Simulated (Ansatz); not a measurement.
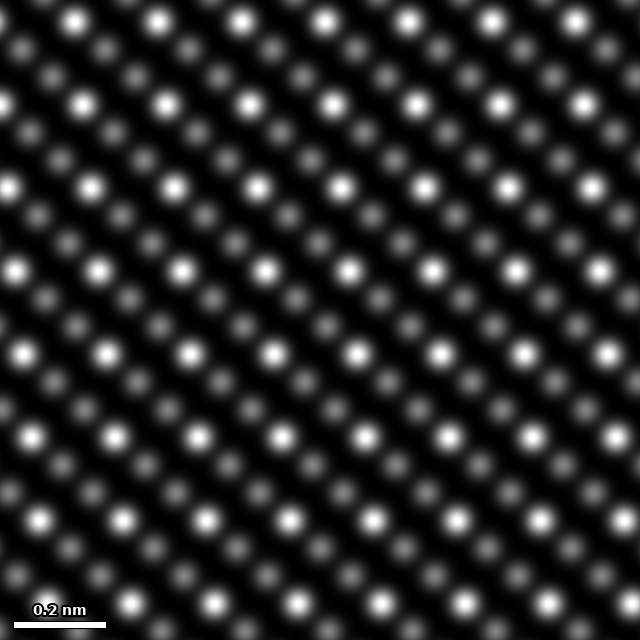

HAADF-like image of C (P6_3/mmc, No. 194). Simulated incoherent Z contrast: every atom adds Z^1.7 spread by a probe of 0.50 Å full width; channelling and multiple scattering are left out. Structure: the input geometry of an electronic-structure calculation (not necessarily at equilibrium).

```
C
1.0
     2.45591    0.00000    0.00000
    -1.22796    2.12688    0.00000
     0.00000    0.00000    7.01063
C
4
Direct
  0.00000 0.00000 0.25000
  0.00000 0.00000 0.75000
  0.33333 0.66667 0.25000
  0.66667 0.33333 0.75000
```

### Along which zone axis is the crystal seen: [310], [421], [311] or [211]? (Directions equivalent by symmetry count as one.)

[421]. The projected cells are 0.80 × 7.01 Å, 90° for [310]; 1.83 × 1.83 Å, 96° for [421]; 1.88 × 2.11 Å, 105° for [311]; 2.19 × 2.19 Å, 112° for [211], and the image repeats as the [421] one does.
